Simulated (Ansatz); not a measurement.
Process, species as SMILES: [AsH2] (AsH2) → [AsH2-] (an electron is taken up)
B3LYP-D3(BJ)/def2-TZVP geometries, fixed; electronic energies without zero-point terms; positive where energy is released.

Basis-set convergence of the adiabatic electron affinity at r2SCAN with Ansatz (a program for electronic structure). Cartesian d functions, on some or all atoms, in 3-21G; all else is spherical. The program fits the integrals of some runs and decomposes those of others, by size. Open shells are unrestricted. No added dispersion term, no relativity. Functions are those of the species that has most. Reference: the value in aug-cc-pV5Z, 1.182 eV, itself unsure by roughly 0.035 eV (its mean distance from aug-pcseg-3, aug-cc-pVQZ, def2-QZVPPD). Deviations are taken from unrounded values.

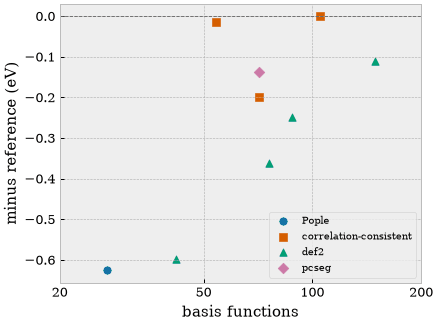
Figure: Deviation from the reference against the number of basis functions, by family of sets.

```csv
basis,functions,adiabatic electron affinity (eV),minus reference (eV)
3-21G,27,0.557,-0.625
def2-SVP,42,0.585,-0.596
aug-cc-pVDZ,54,1.168,-0.014
cc-pVTZ,71,0.984,-0.198
pcseg-2,71,1.044,-0.138
def2-TZVPP,76,0.819,-0.362
def2-TZVPPD,88,0.934,-0.248
aug-cc-pVTZ,105,1.182,0.000
def2-QZVPP,149,1.072,-0.110
```
